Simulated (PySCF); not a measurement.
# CCSD(T)/3-21G run of CH6AsNSi (SMILES C=N[SiH2][AsH2])

Aim: the vertical singlet–triplet gap of CH6AsNSi at CCSD(T)/3-21G, from 2 runs. 

Program for the calculation: PySCF 2.14.0.

## Step 1: The structure to begin with

CH6AsNSi has 10 atoms, charge 0, and is taken as a singlet. SMILES: `C=N[SiH2][AsH2]`. Geometry: a GFN2-xTB relaxation, a rough one for these elements and not checked as a minimum. This is one conformer, not always the lowest.

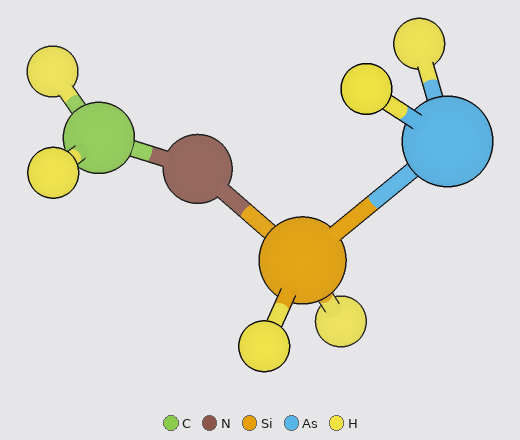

Viewed from a chosen angle; carbon green, nitrogen brown, silicon amber, arsenic blue, hydrogen yellow.

## Step 2: A single-point energy at CCSD(T)/3-21G

input.py reads:

```python
from pyscf import gto, scf, cc

mol = gto.M(
    atom='''
C     -0.373620     1.816330     0.315780
N     -0.711710     0.615450     0.377040
Si     0.101530    -0.853420     0.740950
As     0.433420    -1.941960    -1.296190
H      0.613310     2.202850     0.587050
H     -1.093960     2.555790    -0.027110
H      1.379020    -0.737010     1.470980
H     -0.880140    -1.537570     1.586610
H     -0.762030    -1.288340    -1.918820
H      1.294180    -0.832120    -1.836300
''',
    verbose=4,
    basis='3-21g',
    spin=0,
    max_memory=1860,
)

calc0 = scf.RHF(mol)
calc0.conv_tol = 1e-10
calc0.kernel()
if not calc0.converged:
    calc0 = calc0.newton().run(calc0.mo_coeff, calc0.mo_occ)

mycc = cc.CCSD(calc0, frozen=16)
mycc.kernel()
e_t = mycc.ccsd_t()
etot = mycc.e_tot + e_t
print('E(%s) = %.9f' % ('CCSD(T)', etot))
```

The run is started by

```bash
$ OMP_NUM_THREADS=1 python input.py
```

The log of the run:

```text
PySCF version 2.14.0

[... 66 lines left out ...]
converged SCF energy = -2606.06035354839
[... 1 line left out ...]
******** <class 'pyscf.cc.ccsd.CCSD'> ********
CC2 = 0
CCSD nocc = 17, nmo = 49
frozen orbitals 16
max_cycle = 50
direct = 0
conv_tol = 1e-07
conv_tol_normt = 1e-05
diis_space = 6
diis_start_cycle = 0
diis_start_energy_diff = 1e+09
Init t2, MP2 energy = -2606.36572158408  E_corr(MP2) -0.305368035690779
Init E_corr(CCSD) = -0.305368035691612
cycle = 1  E_corr(CCSD) = -0.328563369039213  dE = -0.0231953333  norm(t1,t2) = 0.0658656
cycle = 2  E_corr(CCSD) = -0.342549265333673  dE = -0.0139858963  norm(t1,t2) = 0.0248241
cycle = 3  E_corr(CCSD) = -0.347807170849587  dE = -0.00525790552  norm(t1,t2) = 0.0114494
cycle = 4  E_corr(CCSD) = -0.34928953521917  dE = -0.00148236437  norm(t1,t2) = 0.00352406
cycle = 5  E_corr(CCSD) = -0.349205150840246  dE = 8.43843789e-05  norm(t1,t2) = 0.00114204
cycle = 6  E_corr(CCSD) = -0.349163370667916  dE = 4.17801723e-05  norm(t1,t2) = 0.000299531
cycle = 7  E_corr(CCSD) = -0.349167988961343  dE = -4.61829343e-06  norm(t1,t2) = 0.000127823
cycle = 8  E_corr(CCSD) = -0.349174623153767  dE = -6.63419242e-06  norm(t1,t2) = 5.1501e-05
cycle = 9  E_corr(CCSD) = -0.349172532059429  dE = 2.09109434e-06  norm(t1,t2) = 2.74124e-05
cycle = 10  E_corr(CCSD) = -0.349173012742611  dE = -4.80683182e-07  norm(t1,t2) = 1.52228e-05
cycle = 11  E_corr(CCSD) = -0.349172738277373  dE = 2.74465238e-07  norm(t1,t2) = 6.72676e-06
cycle = 12  E_corr(CCSD) = -0.349172581554673  dE = 1.56722699e-07  norm(t1,t2) = 3.00682e-06
cycle = 13  E_corr(CCSD) = -0.349172496056133  dE = 8.54985402e-08  norm(t1,t2) = 1.28729e-06
CCSD converged
E(CCSD) = -2606.409526044442  E_corr = -0.3491724960561331
CCSD(T) correction = -0.0096780893239793
E(CCSD(T)) = -2606.419204134
```

It took 7.8 s on 1 thread of Arm Neoverse V2, shared host; peak memory 0.19 GiB.

## Step 3: The triplet at the same level

input.py reads:

```python
from pyscf import gto, cc

mol = gto.Mole()
mol.atom = [
    ('C', (-0.373620, 1.816330, 0.315780)),
    ('N', (-0.711710, 0.615450, 0.377040)),
    ('Si', (0.101530, -0.853420, 0.740950)),
    ('As', (0.433420, -1.941960, -1.296190)),
    ('H', (0.613310, 2.202850, 0.587050)),
    ('H', (-1.093960, 2.555790, -0.027110)),
    ('H', (1.379020, -0.737010, 1.470980)),
    ('H', (-0.880140, -1.537570, 1.586610)),
    ('H', (-0.762030, -1.288340, -1.918820)),
    ('H', (1.294180, -0.832120, -1.836300)),
]
mol.verbose = 4
mol.spin = 2
mol.basis = '3-21g'
mol.max_memory = 1860
mol.build()

mf = mol.UHF()
mf.conv_tol = 1e-10
mf.kernel()
if not mf.converged:
    mf = mf.newton().run(mf.mo_coeff, mf.mo_occ)

mycc = cc.CCSD(mf, frozen=16)
mycc.kernel()
e_t = mycc.ccsd_t()
energy = mycc.e_tot + e_t
print('E(%s) = %.9f' % ('CCSD(T)', energy))
```

The run is started by

```bash
$ OMP_NUM_THREADS=1 python input.py
```

The log of the run:

```text
PySCF version 2.14.0

[... 45 lines left out ...]
WARN: HOMO 0.00310420036716419 >= LUMO -0.255149907911067
[... 58 lines left out ...]
converged SCF energy = -2605.95966458748  <S^2> = 2.0140396  2S+1 = 3.0093452
[... 12 lines left out ...]
Init t2, MP2 energy = -0.261879113879498
[... 20 lines left out ...]
UCCSD converged
[... 2 lines left out ...]
E(CCSD(T)) = -2606.280631268
```

It took 42 s on 1 thread of Arm Neoverse V2, shared host; peak memory 0.41 GiB.

## Step 4: What came out

Level: CCSD(T)/3-21G, 16 core orbitals frozen.

| quantity | value |
| --- | --- |
| singlet: total energy | -2606.41920 Eh |
| singlet: dipole moment (Hartree–Fock density) | 2.18 D |
| singlet: HOMO energy (Hartree–Fock orbitals) | -9.57 eV |
| singlet: LUMO energy (Hartree–Fock orbitals) | 3.23 eV |
| singlet: HOMO–LUMO gap (Hartree–Fock orbitals) | 12.79 eV |
| singlet: correlation energy (16 core orbitals frozen) | -358.9 mEh |
| singlet: (T) correction | -9.68 mEh |
| singlet: T1 diagnostic | 0.010 |
| triplet: total energy | -2606.28063 Eh |
| triplet: dipole moment (Hartree–Fock density) | 1.05 D |
| triplet: HOMO energy (Hartree–Fock orbitals) (highest over α and β) | -6.61 eV |
| triplet: LUMO energy (Hartree–Fock orbitals) (lowest over α and β) | 1.57 eV |
| triplet: correlation energy (16 core orbitals frozen) | -321.0 mEh |
| triplet: (T) correction | -7.08 mEh |
| triplet: ⟨S²⟩ of the reference determinant | 2.014 |
| triplet: T1 diagnostic | 0.016 |
| vertical energy of the triplet above the singlet | 3.771 eV |

At this shape the triplet lies 3.77 eV (364 kJ/mol) above the singlet. The triples (singlet) make up 2.7 % of the correlation energy. Mulliken charges (triplet) of the mean-field density run from -0.70 on N2 to +1.05 on Si3. The triples (triplet) make up 2.2 % of the correlation energy.
